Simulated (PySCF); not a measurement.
# Eu4S4: forces at shaken geometries

How stiff is Eu4S4? Its atoms are displaced at random by several amounts. The structure is generated, not taken from experiment.

Method: B3LYP, Eu lcecp-0-SVP with ECP53, S def2-SVP; scalar-relativistic core potentials, no spin–orbit coupling; program: PySCF 2.14.0.

4 further runs of the same task are left out: 2 for a known fault of the program, 2 that didn't finish.

### Step 1. The starting structure

8 atoms, charge 0, spin multiplicity 1.

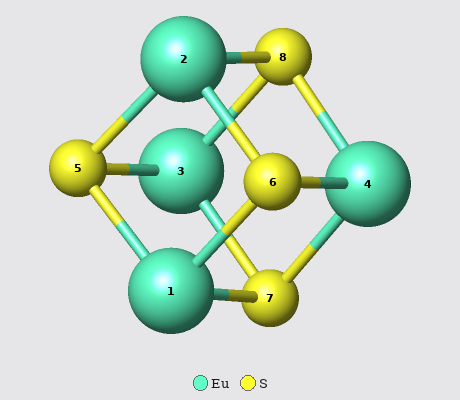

The structure; europium green, sulfur yellow; atoms are numbered from 1 in the order of the file.

Geometry (Å):

```mol
Eu4S4
  3D, bonds by distance, orders not assigned

  8 12  0  0  0  0  0  0  0  0999 V2000
    1.3980    1.3980    1.3980 Eu  0  0
    1.3980   -1.3980   -1.3980 Eu  0  0
   -1.3980    1.3980   -1.3980 Eu  0  0
   -1.3980   -1.3980    1.3980 Eu  0  0
    1.4567    1.4567   -1.4567 S   0  0
    1.4567   -1.4567    1.4567 S   0  0
   -1.4567    1.4567    1.4567 S   0  0
   -1.4567   -1.4567   -1.4567 S   0  0
  1  5  8  0
  1  6  8  0
  1  7  8  0
  2  5  8  0
  2  6  8  0
  2  8  8  0
  3  5  8  0
  3  7  8  0
  3  8  8  0
  4  6  8  0
  4  7  8  0
  4  8  8  0
M  END
```

Each metal's 7 4f electrons lie in its core potential, so multiplicities, spins and levels count the valence alone. An earlier session relaxed this geometry at B3LYP, Eu lcecp-0-SVP with ECP53, S def2-SVP (singlet, point group Td).

Its energy there is -1710.427414 Eh.

### Step 2. Atoms moved at random, σ = 0.03 Å

run.py (the lines that set the calculation)

```python
mol = gto.M(atom='''
Eu     1.38195     1.40035     1.40563
Eu     1.38790    -1.38149    -1.36097
Eu    -1.40976     1.37745    -1.40180
Eu    -1.39398    -1.40373     1.32110
S      1.46067     1.43618    -1.41604
S      1.46453    -1.48805     1.42525
S     -1.43451     1.46617     1.45141
S     -1.45680    -1.40688    -1.42458''',
    basis={'Eu': 'lcecp-0-SVP', 'S': 'def2-SVP'},
    ecp={'Eu': 'lcecp-0-SVP'},
    charge=0, spin=0)
mf = dft.RKS(mol, xc='B3LYP')
mf.grids.atom_grid = (50, 194)  # f atoms: unpruned, at least (60, 302)
mf = mf.density_fit()  # fitting sets: Eu AutoAux, S def2-universal-JKFIT
mf.conv_tol = 1e-08; mf.max_cycle = 55
mf.kernel(dm0)  # dm0: the density of the relaxed state
```

The run is started by

```bash
> OMP_NUM_THREADS=4 python run.py
```

Output:

```text
init E= -1710.43826188385
cycle= 1 E= -1710.4249109245  delta_E= 0.0134  |g|= 0.0142  |ddm|= 0.197
cycle= 2 E= -1710.42493086718  delta_E= -1.99e-05  |g|= 0.0141  |ddm|= 0.0683
cycle= 3 E= -1710.42499894981  delta_E= -6.81e-05  |g|= 0.00399  |ddm|= 0.031
cycle= 4 E= -1710.42500426164  delta_E= -5.31e-06  |g|= 0.00113  |ddm|= 0.00822
cycle= 5 E= -1710.42500473371  delta_E= -4.72e-07  |g|= 0.000329  |ddm|= 0.0024
cycle= 6 E= -1710.42500477313  delta_E= -3.94e-08  |g|= 8.54e-05  |ddm|= 0.000793
cycle= 7 E= -1710.42500477593  delta_E= -2.79e-09  |g|= 2.42e-05  |ddm|= 0.000229
Extra cycle  E= -1710.4250047758  delta_E= 1.24e-10  |g|= 3.09e-05  |ddm|= 9.93e-05
converged SCF energy = -1710.4250047758
```

Run time: 24 s. Hardware: 4 threads of AMD EPYC 7R43 (Zen 3), shared host.

Result: E = -1710.425005 Eh (+0.066 eV from the relaxed state), frontier levels not given, since the 4f levels lie in the core, Mulliken charge on Eu1 +0.60 e, largest force component 0.675 eV/Å. 

```csv
atom,Fx,Fy,Fz (eV/Å)
Eu1,0.144,-0.063,0.128
Eu2,0.252,-0.180,-0.340
Eu3,0.062,0.405,-0.006
Eu4,-0.070,-0.023,0.675
S5,-0.039,0.162,-0.161
S6,-0.037,0.075,0.238
S7,-0.161,-0.049,-0.011
S8,-0.150,-0.327,-0.523
```

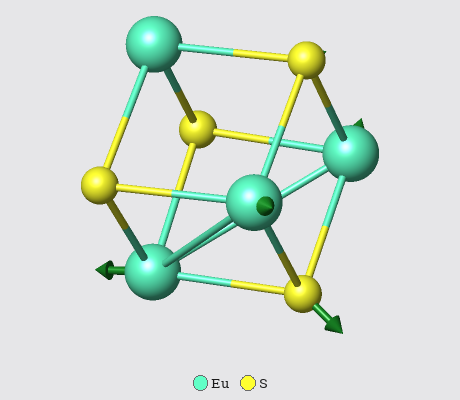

Forces as arrows, the longest for the largest force.

### Step 3. Atoms moved at random, σ = 0.1 Å

run.py (the lines that set the calculation)

```python
mol = gto.M(atom='''
Eu     1.40659     1.52177     1.17171
Eu     1.49147    -1.46070    -1.43557
Eu    -1.29481     1.37504    -1.44750
Eu    -1.56872    -1.41417     1.31313
S      1.36486     1.34693    -1.35804
S      1.52398    -1.34214     1.40789
S     -1.55569     1.56822     1.70947
S     -1.36767    -1.59495    -1.36110''',
    basis={'Eu': 'lcecp-0-SVP', 'S': 'def2-SVP'},
    ecp={'Eu': 'lcecp-0-SVP'},
    charge=0, spin=0)
mf = dft.RKS(mol, xc='B3LYP')
mf.grids.atom_grid = (50, 194)  # f atoms: unpruned, at least (60, 302)
mf = mf.density_fit()  # fitting sets: Eu AutoAux, S def2-universal-JKFIT
mf.conv_tol = 1e-08; mf.max_cycle = 55
mf.kernel(dm0)  # dm0: the density of the relaxed state
```

The run is started by

```bash
> OMP_NUM_THREADS=4 python run.py
```

Output:

```text
init E= -1710.38189467848
cycle= 1 E= -1710.38309535958  delta_E= -0.0012  |g|= 0.123  |ddm|= 0.774
cycle= 2 E= -1710.37364300012  delta_E= 0.00945  |g|= 0.203  |ddm|= 0.653
cycle= 3 E= -1710.38937828366  delta_E= -0.0157  |g|= 0.0333  |ddm|= 0.381
cycle= 4 E= -1710.38976091402  delta_E= -0.000383  |g|= 0.00801  |ddm|= 0.0711
cycle= 5 E= -1710.38978529743  delta_E= -2.44e-05  |g|= 0.00171  |ddm|= 0.0157
cycle= 6 E= -1710.38978642823  delta_E= -1.13e-06  |g|= 0.000583  |ddm|= 0.00427
cycle= 7 E= -1710.38978653801  delta_E= -1.1e-07  |g|= 0.000212  |ddm|= 0.00131
cycle= 8 E= -1710.38978655545  delta_E= -1.74e-08  |g|= 4.12e-05  |ddm|= 0.000447
cycle= 9 E= -1710.389786556  delta_E= -5.47e-10  |g|= 2.17e-05  |ddm|= 0.000117
Extra cycle  E= -1710.38978655566  delta_E= 3.39e-10  |g|= 3.69e-05  |ddm|= 0.000106
converged SCF energy = -1710.38978655566
```

It took 24 s on 4 threads of AMD EPYC 7R43 (Zen 3), shared host.

Result: E = -1710.389787 Eh (+1.024 eV from the relaxed state), frontier levels not given, since the 4f levels lie in the core, Mulliken charge on Eu1 +0.56 e, largest force component 2.966 eV/Å. 

```csv
atom,Fx,Fy,Fz (eV/Å)
Eu1,-0.298,-0.171,2.966
Eu2,-0.160,-0.326,0.568
Eu3,-1.316,-0.282,0.640
Eu4,0.853,0.683,1.018
S5,0.909,0.344,-2.624
S6,-0.377,-0.060,-0.264
S7,0.457,-0.573,-1.297
S8,-0.067,0.385,-1.007
```

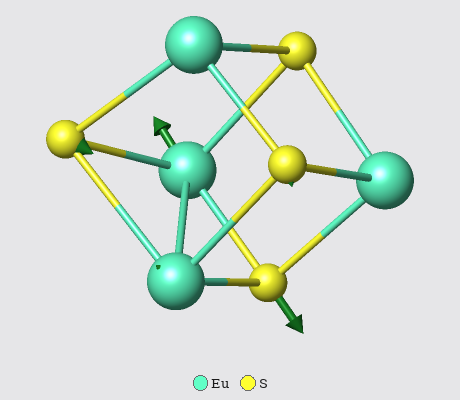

Forces as arrows, the longest for the largest force.

### Step 4. Atoms moved at random, σ = 0.15 Å

run.py (the lines that set the calculation)

```python
mol = gto.M(atom='''
Eu     1.44778     1.32867     1.35682
Eu     1.57276    -1.43184    -1.29321
Eu    -1.38374     1.43149    -1.60585
Eu    -1.40813    -1.54319     1.61819
S      1.32029     1.52470    -1.71182
S      1.37838    -1.48696     1.69150
S     -1.48258     1.38747     1.37252
S     -1.44477    -1.21033    -1.42816''',
    basis={'Eu': 'lcecp-0-SVP', 'S': 'def2-SVP'},
    ecp={'Eu': 'lcecp-0-SVP'},
    charge=0, spin=0)
mf = dft.RKS(mol, xc='B3LYP')
mf.grids.atom_grid = (50, 194)  # f atoms: unpruned, at least (60, 302)
mf = mf.density_fit()  # fitting sets: Eu AutoAux, S def2-universal-JKFIT
mf.conv_tol = 1e-08; mf.max_cycle = 55
mf.kernel(dm0)  # dm0: the density of the relaxed state
```

The run is started by

```bash
> OMP_NUM_THREADS=4 python run.py
```

Output:

```text
init E= -1710.37217760641
cycle= 1 E= -1710.39134596523  delta_E= -0.0192  |g|= 0.0823  |ddm|= 0.66
cycle= 2 E= -1710.38993320562  delta_E= 0.00141  |g|= 0.108  |ddm|= 0.353
cycle= 3 E= -1710.39420222641  delta_E= -0.00427  |g|= 0.0172  |ddm|= 0.203
cycle= 4 E= -1710.39429431958  delta_E= -9.21e-05  |g|= 0.00546  |ddm|= 0.0346
cycle= 5 E= -1710.39430566453  delta_E= -1.13e-05  |g|= 0.00192  |ddm|= 0.0131
cycle= 6 E= -1710.39430708012  delta_E= -1.42e-06  |g|= 0.000585  |ddm|= 0.00424
cycle= 7 E= -1710.39430719897  delta_E= -1.19e-07  |g|= 0.000188  |ddm|= 0.00141
cycle= 8 E= -1710.39430721413  delta_E= -1.52e-08  |g|= 4.47e-05  |ddm|= 0.000448
cycle= 9 E= -1710.39430721484  delta_E= -7.05e-10  |g|= 1.53e-05  |ddm|= 0.0001
Extra cycle  E= -1710.39430721467  delta_E= 1.66e-10  |g|= 2.6e-05  |ddm|= 6.73e-05
converged SCF energy = -1710.39430721467
```

It took 24 s on 4 threads of AMD EPYC 7R43 (Zen 3), shared host.

Result: E = -1710.394307 Eh (+0.901 eV from the relaxed state), frontier levels not given, since the 4f levels lie in the core, Mulliken charge on Eu1 +0.56 e, largest force component 1.765 eV/Å. 

```csv
atom,Fx,Fy,Fz (eV/Å)
Eu1,-0.928,0.309,-0.441
Eu2,-1.218,0.678,0.113
Eu3,-0.617,0.622,0.615
Eu4,-0.150,1.084,-1.069
S5,1.275,-0.620,0.739
S6,0.540,-0.110,-0.514
S7,0.506,-0.199,0.162
S8,0.591,-1.765,0.395
```

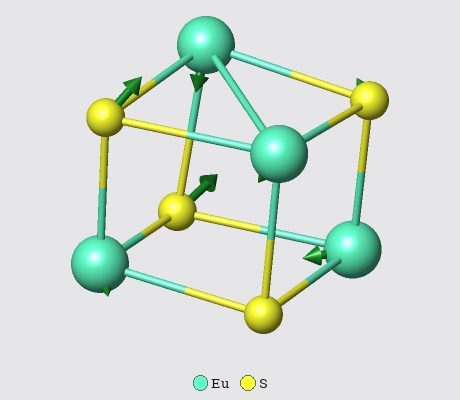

Forces as arrows, the longest for the largest force.

### Step 5. Results

| σ (Å) | energy rise (eV) | harmonic estimate −½ F·u (eV) | largest force component (eV/Å) |
| --- | --- | --- | --- |
| 0.03 | 0.066 | 0.069 | 0.67 |
| 0.1 | 1.024 | 1.054 | 2.97 |
| 0.15 | 0.901 | 0.887 | 1.76 |

Every displacement raises the energy. For a harmonic well the rise equals −½ F·u; the two differ by at most 5 % here (a move with σ = 0.03 Å), from anharmonicity, the grid and the small forces left at the relaxed point. These are double-zeta-type bases without diffuse functions. Spin–orbit coupling is left out.
